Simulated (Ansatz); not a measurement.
# Does disorder add resistance in series? Mg(0001) layers displaced at 300 K

Two lengths of the disordered region are known. What area resistance does the third give?

**Method.** Ansatz 0.2.0, plane waves with PAW datasets at their recommended cutoffs (420 eV for most), Fermi-Dirac smearing; ballistic transmission by layer matching. The area resistance is RA = A (h/2e²)(1/T − 1/N), with T the zone-mean transmission per spin and N the lead's channels, both averaged over a few energies near the Fermi level; for magnets each spin is taken apart, with h/e², and the two conduct in parallel. Lateral cell 2x2, PBE, a fresh random draw for each length. Atoms are displaced independently, by 0.108 Å r.m.s. per direction; each RA is scaled by the nominal over the drawn mean square displacement.

The runs, with one result withheld:

```tsv
length (Å)	channels N	RA (fΩ m²)
5.21	3.734	0.0411
15.6	3.766	0.0958
26.1	3.703	?
```

Worked fit:

Ohm's law makes RA linear in the length: the slope is (0.0958 − 0.0411)/(15.6 − 5.21) = 5.25×10⁻³ fΩ m² per Å, or 5.2 µΩ cm. Then 0.0958 + 5.25×10⁻³ × 10.4. Predicted: 0.150 fΩ m².

**The withheld run.**

0.218 fΩ m², so the prediction is 31 % too low. The three lengths together give 8.5 µΩ cm. Single draws scatter, and the lead's own channel count shifts by 1.7 % between the runs, which moves RA too; these runs don't part the causes of the miss, and leave the question open.

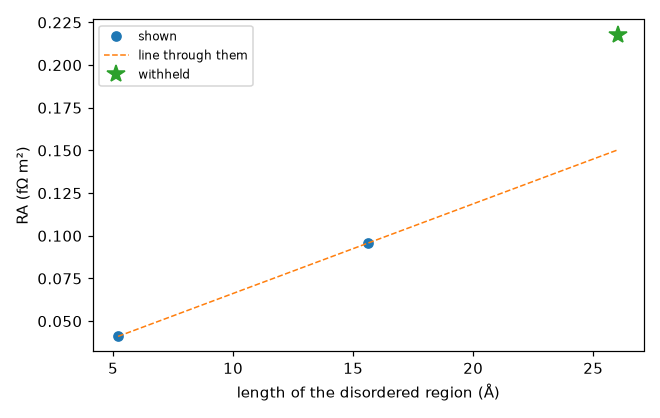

Area resistance against length.

Caveats: The scatterers repeat sideways with the small cell. The slope is a raw one; a model of isotropic scattering puts it 1.16 times the bulk value over these lengths.

[Logs are printed without paths, hosts, clocks, repeated set-up lines and the standing remarks that a program may print on its own settings, such as how far it seeks lower states.]
